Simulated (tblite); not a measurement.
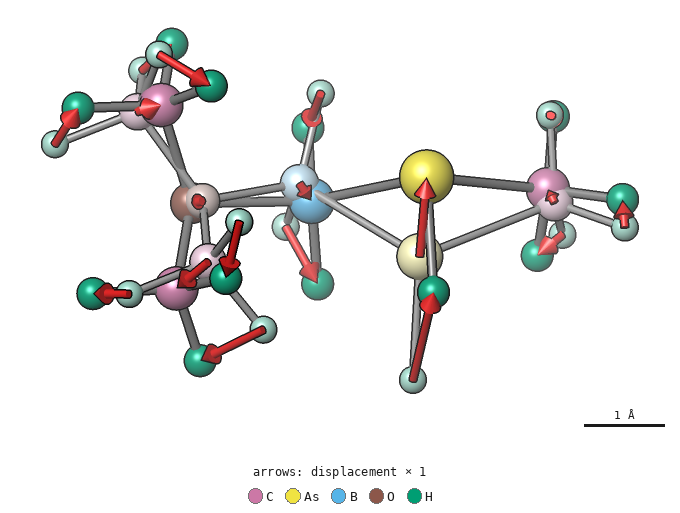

A relaxation of C3H12AsBO. The starting structure is drawn faded, the final one solid; red arrows show the displacements, at their true length. The two geometries are superimposed by the best rigid fit.

The picture is a ball-and-stick view, seen at a tilt.

All numbers below come from GFN2-xTB geometry optimisation, gas phase in tblite. 

Atoms of which element are displaced furthest, and by how much?

Hydrogen: up to 1.51 Å, against 1.07 Å for arsenic.

What happened in the run?

The largest move after the best rigid fit is that of an H atom, 1.51 Å. By element the largest moves are H 1.51 Å, As 1.07 Å, C 0.66 Å, B 0.28 Å, O 0.23 Å. Near-neighbour distances that change, for instance: As–H 2.264 → 3.699 Å, As–C 2.803 → 3.451 Å, B–O 1.442 → 1.652 Å, C–O 1.369 → 1.415 Å. Bond angles that change, for instance: C–As–H 110.2° → 94.3°, B–As–H 111.0° → 96.8°, O–B–H 114.6° → 103.1°. Groups turn about B–O by about 65°. After 170 geometry steps the energy has fallen by 132.4 kJ/mol. Cost: 1.6 s on 1 thread of Arm Neoverse N1, with other jobs on the host.
